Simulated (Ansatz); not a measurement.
# C₃H₈AlCl: how energies converge with the basis set

Aim: see how fast density functionals converge with the basis set for C₃H₈AlCl.

Method: one geometry, several basis sets; program: Ansatz 0.2.0, Gaussian basis.

Plan: PBE0-D4/def2-SVP; ωB97M-V/def2-SVP; PBE0-D4/def2-QZVPP; ωB97M-V/def2-QZVPP; the functionals' def2-TZVPP values are taken from earlier runs.

## Step 1: The relaxed structure

An earlier PBE0-D4 in a triple-zeta def2 set relaxation fixed the geometry.

SMILES `C[CH2][Al]([CH3])[Cl]`, 13 atoms, charge 0, spin multiplicity 1.

Atoms are counted from 1 here; the program's logs count them from 0.

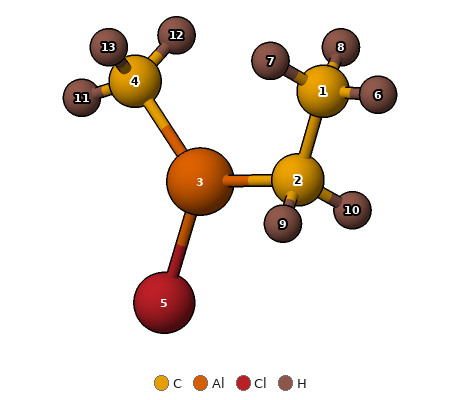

The geometry (carbon amber, aluminium orange, chlorine red, hydrogen brown); atoms are numbered from 1 in the order of the file.

## Step 2: PBE0-D4 in def2-SVP

The input, in.yaml:

```yaml
crystal:
  periodic: [false, false, false]
  atoms:
    - {symbol: C, position_ang: [-1.261943, 0.911531, 0.930827]}
    - {symbol: C, position_ang: [-0.328326, 1.302011, -0.214827]}
    - {symbol: Al, position_ang: [0.857207, -0.109837, -0.854940]}
    - {symbol: C, position_ang: [0.933182, -1.916293, -0.142011]}
    - {symbol: Cl, position_ang: [2.149620, 0.388398, -2.452319]}
    - {symbol: H, position_ang: [-1.898341, 1.744522, 1.243783]}
    - {symbol: H, position_ang: [-0.706496, 0.582762, 1.813547]}
    - {symbol: H, position_ang: [-1.925265, 0.088170, 0.651718]}
    - {symbol: H, position_ang: [0.297945, 2.156017, 0.073423]}
    - {symbol: H, position_ang: [-0.905105, 1.666883, -1.074260]}
    - {symbol: H, position_ang: [1.696336, -2.525109, -0.630378]}
    - {symbol: H, position_ang: [-0.031342, -2.420924, -0.262536]}
    - {symbol: H, position_ang: [1.143126, -1.902932, 0.932575]}
basis:
  gaussian: {orbitals: def2-SVP}
hamiltonian: {xc: pbe0, dispersion: d4}
output: {orbitals: {seedname: orbitals}}
```

Command:

```
ansatz run in.yaml --threads 4 --pin off --events-out ev --progress --plain --max-ram 10444MiB
```

The log of the run:

```text
Functional definition: PBE0
  name "PBE0"
  cite "Adamo & Barone, J. Chem. Phys. 110, 6158 (1999) doi:10.1063/1.478522"
  cite "Perdew, Burke & Ernzerhof, Phys. Rev. Lett. 77, 3865 (1996) doi:10.1103/PhysRevLett.77.3865"
  parent pbe
  parameter a = 0.25
  parameter kappa = 0.804
  parameter beta = 0.06672455060314922
  exchange = (1 - a)*pbe_x(kappa = kappa, mu = beta*pi^2/3) + a*exact_x
  correlation = pbe_c(beta = beta)
1377 factors; their error is unknown
mean field evaluation 1: about -22333.7344 eV, gradient 6.4e1 eV
mean field evaluation 2: about -22330.0140 eV, gradient 7.2e1 eV
mean field evaluation 4: about -22343.8429 eV, gradient 2.2e0 eV
mean field evaluation 8: about -22343.8554 eV, gradient 3.5e-2 eV
mean field evaluation 16: about -22343.9939 eV, gradient 2.1e-5 eV
mean field -22343.99394119 eV, -821.1266320358 hartree, gradient 2.1e-5 eV, S^2 0.000000; 0 other end points of the search recorded, 0 dependent functions left out
reference -22343.99397162 eV, -821.1266331541 hartree; 28, 28 occupied and 90, 90 virtual orbitals, 1377 factors
Total energy: -22344.21335287 eV, -821.1346952660 hartree
```

Wall time 0.65 s (4 threads of AMD EPYC 9R45, shared host); peak memory 0.3 GiB.

## Step 3: ωB97M-V in def2-SVP

Edit in.yaml of step 2 so:

```diff
@@ -18,3 +18,3 @@
   gaussian: {orbitals: def2-SVP}
-hamiltonian: {xc: pbe0, dispersion: d4}
+hamiltonian: {xc: {name: wB97M-V}}
 output: {orbitals: {seedname: orbitals}}
```

Same command.

The log of the run (excerpt; [...] marks lines left out):

```text
Functional definition: wB97M-V
  name "wB97M-V"
  cite "Mardirossian & Head-Gordon, J. Chem. Phys. 144, 214110 (2016) doi:10.1063/1.4952647"
  cite "Becke, J. Chem. Phys. 107, 8554 (1997) doi:10.1063/1.475007"
  cite "Vydrov & Van Voorhis, J. Chem. Phys. 133, 244103 (2010) doi:10.1063/1.3521275"
  # Of w^i u^j: cxij and so on, Table III.
[...]
  gx(w, u) = 1 - cx + cx01*u + cx10*w
  gss(w, u) = css00 + css04*u^4 + css10*w + css20*w^2 + css43*w^4*u^3
  gos(w, u) = cos00 + cos10*w + (cos20 + cos21*u)*w^2 + (cos60 + cos61*u)*w^6
[...]
      + integral(e_c_pw_mod_opposite_spin*gos(b97_w_opposite, b97_u_opposite)) + vv10(b, c)
1351 factors; their error is unknown
346 factors; integrals over basis functions are off by at most 7.9e-6 eV
[...]
mean field -22352.05280121 eV, -821.4227896790 hartree, gradient 3.4e-5 eV, S^2 0.000000; 0 other end points of the search recorded, 0 dependent functions left out
reference -22352.05284840 eV, -821.4227914132 hartree; 28, 28 occupied and 90, 90 virtual orbitals, 1351 factors
Total energy: -22352.05284840 eV, -821.4227914132 hartree
```

Wall time 2.2 s (4 threads of AMD EPYC 9R45, shared host); peak memory 0.41 GiB.

## Step 4: PBE0-D4 in def2-QZVPP

Edit in.yaml of step 3 so:

```diff
@@ -17,4 +17,4 @@
 basis:
-  gaussian: {orbitals: def2-SVP}
-hamiltonian: {xc: {name: wB97M-V}}
+  gaussian: {orbitals: "def2-QZVPP.json"}
+hamiltonian: {xc: pbe0, dispersion: d4}
 output: {orbitals: {seedname: orbitals}}
```

Same command.

The log of the run:

```text
Functional definition: PBE0
  name "PBE0"
  cite "Adamo & Barone, J. Chem. Phys. 110, 6158 (1999) doi:10.1063/1.478522"
  cite "Perdew, Burke & Ernzerhof, Phys. Rev. Lett. 77, 3865 (1996) doi:10.1103/PhysRevLett.77.3865"
  parent pbe
  parameter a = 0.25
  parameter kappa = 0.804
  parameter beta = 0.06672455060314922
  exchange = (1 - a)*pbe_x(kappa = kappa, mu = beta*pi^2/3) + a*exact_x
  correlation = pbe_c(beta = beta)
1796 factors; their error is unknown
mean field evaluation 1: about -22340.1469 eV, gradient 8.0e1 eV
mean field evaluation 2: about -22332.1744 eV, gradient 9.2e1 eV
mean field evaluation 4: about -22354.8772 eV, gradient 4.5e0 eV
mean field evaluation 8: about -22354.9212 eV, gradient 6.0e-2 eV
mean field evaluation 16: about -22354.9376 eV, gradient 5.8e-5 eV
mean field -22354.93763592 eV, -821.5288053992 hartree, gradient 5.8e-5 eV, S^2 0.000000; 0 other end points of the search recorded, 0 dependent functions left out
reference -22354.93768083 eV, -821.5288070497 hartree; 28, 28 occupied and 523, 523 virtual orbitals, 1796 factors
Total energy: -22355.15706208 eV, -821.5368691616 hartree
```

It took 5.5 s on 4 threads of AMD EPYC 9R45, shared host; peak memory 2.3 GiB.

## Step 5: ωB97M-V in def2-QZVPP

Edit in.yaml of step 4 so:

```diff
@@ -18,3 +18,3 @@
   gaussian: {orbitals: "def2-QZVPP.json"}
-hamiltonian: {xc: pbe0, dispersion: d4}
+hamiltonian: {xc: {name: wB97M-V}}
 output: {orbitals: {seedname: orbitals}}
```

Launched as before.

The log of the run (excerpt; [...] marks lines left out):

```text
Functional definition: wB97M-V
  name "wB97M-V"
  cite "Mardirossian & Head-Gordon, J. Chem. Phys. 144, 214110 (2016) doi:10.1063/1.4952647"
  cite "Becke, J. Chem. Phys. 107, 8554 (1997) doi:10.1063/1.475007"
  cite "Vydrov & Van Voorhis, J. Chem. Phys. 133, 244103 (2010) doi:10.1063/1.3521275"
  # Of w^i u^j: cxij and so on, Table III.
[...]
  gx(w, u) = 1 - cx + cx01*u + cx10*w
  gss(w, u) = css00 + css04*u^4 + css10*w + css20*w^2 + css43*w^4*u^3
  gos(w, u) = cos00 + cos10*w + (cos20 + cos21*u)*w^2 + (cos60 + cos61*u)*w^6
[...]
      + integral(e_c_pw_mod_opposite_spin*gos(b97_w_opposite, b97_u_opposite)) + vv10(b, c)
1737 factors; their error is unknown
454 factors; integrals over basis functions are off by at most 2.3e-5 eV
[...]
mean field -22363.14887965 eV, -821.8305630403 hartree, gradient 6.8e-5 eV, S^2 0.000000; 0 other end points of the search recorded, 0 dependent functions left out
reference -22363.14895134 eV, -821.8305656748 hartree; 28, 28 occupied and 523, 523 virtual orbitals, 1737 factors
Total energy: -22363.14895134 eV, -821.8305656748 hartree
```

It took 10 s on 4 threads of AMD EPYC 9R45, shared host; peak memory 2.8 GiB.

## Step 6: Functionals by basis

The def2-TZVPP values come from earlier runs at the same geometry.

| functional | basis | functions | energy (eV) | from the largest (eV) | HOMO (eV) | LUMO (eV) |
| --- | --- | --- | --- | --- | --- | --- |
| PBE0-D4 | def2-SVP | 118 | -22344.2134 | 10.944 | -7.49 | -0.55 |
| PBE0-D4 | def2-TZVPP | 289 | -22354.3914 | 0.766 | -7.54 | -0.63 |
| PBE0-D4 | def2-QZVPP | 551 | -22355.1571 | 0.000 | -7.56 | -0.68 |
| ωB97M-V | def2-SVP | 118 | -22352.0528 | 11.096 | -9.67 | 1.15 |
| ωB97M-V | def2-TZVPP | 289 | -22362.4112 | 0.738 | -9.74 | 0.96 |
| ωB97M-V | def2-QZVPP | 551 | -22363.1490 | 0.000 | -9.75 | 0.73 |

## Step 7: Outcome

```
                                       quantity           value
PBE0-D4: double and triple zeta above quadruple  10.94, 0.77 eV
ωB97M-V: double and triple zeta above quadruple  11.10, 0.74 eV
```

For PBE0-D4 the step from double to triple zeta gains 10.18 eV and the next only 0.77 eV. Total energies overstate the basis error of differences, where much of it tends to cancel.

For PBE0-D4 the largest set took about 8 times as long as the smallest (5.5 s against 0.65 s).
